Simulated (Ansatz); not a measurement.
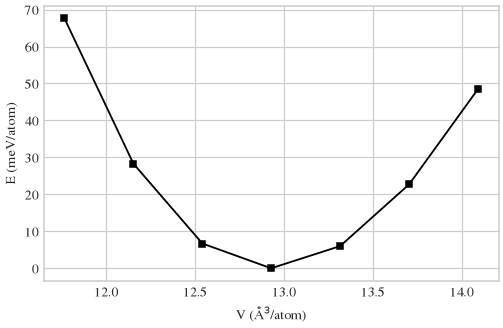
CoP2 in space group P2_1/c (No. 14; Co on 4e, P on 4e, P on 4e) under volume change, r²SCAN (plane waves, PAW; program Ansatz), shape and atoms relaxed at each volume.

**Question.** What does a third-order Birch–Murnaghan fit give for V₀, B₀ and B′?

**Answer.** V₀ = 12.93 Å³/atom, B₀ = 174 GPa, B′ = 4.5.

The workflow started from a Materials Project entry (that database holds measured and hypothetical structures alike); the Crystallography Open Database copy checked does not list it. Whether it is the stable phase at ambient conditions was not checked. Symmetry was held in the r²SCAN relaxation; its stability against distortions is not shown here. No spin polarisation was allowed.

Potentials: the later of the program's two PAW sets.
